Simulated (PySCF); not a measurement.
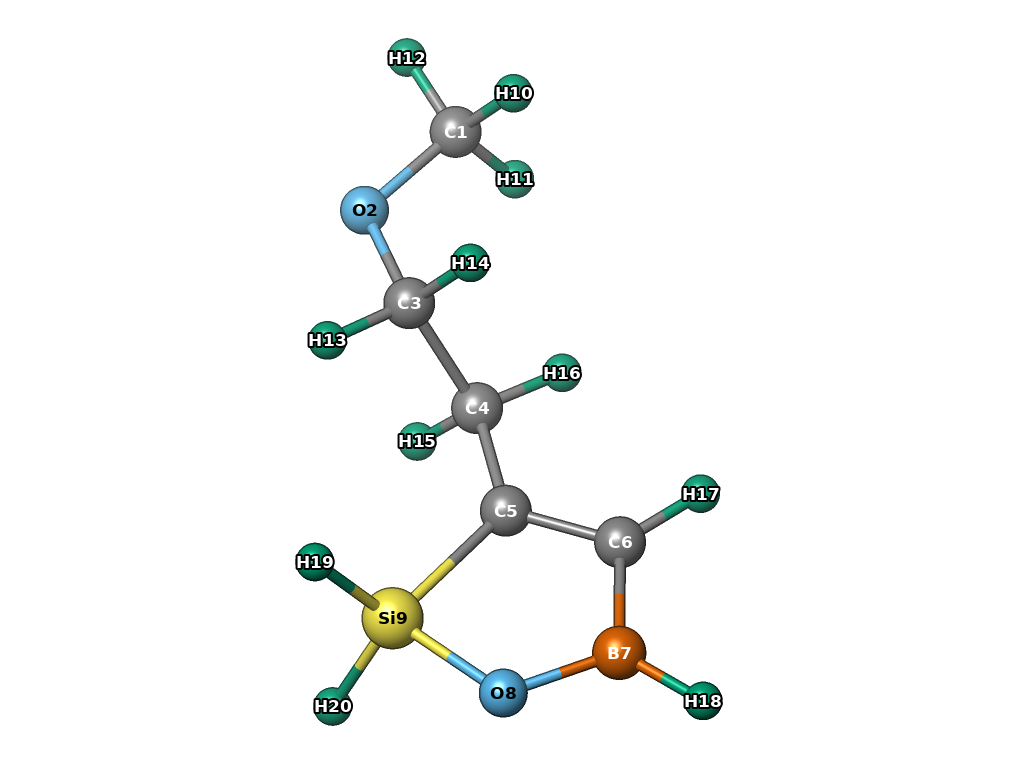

The geometry was computed by an optimisation with GFN2-xTB. No frequency run is at hand to confirm it as a minimum. Electric field gradients from the ground-state density, PBE0/pcSseg-1 (PySCF 2.14.0), non-relativistic apart from any core potentials.

Give the largest field-gradient component, the quadrupole coupling constant and the asymmetry for 17O at O2 (Q = −25.6 mb), 11B at B7 (Q = 40.59 mb), 17O at O8 (Q = −25.6 mb).

```csv
atom,V_zz (a.u.),e²qQ/h (MHz),η
O2,2.037,−12.25,0.97
B7,0.454,4.33,0.38
O8,0.796,−4.79,0.66
```

The geometry is semi-empirical. Around B, Si such bond lengths and angles can be off by a tenth of an ångström or more and by several degrees, and values that hang on the shape move with them.
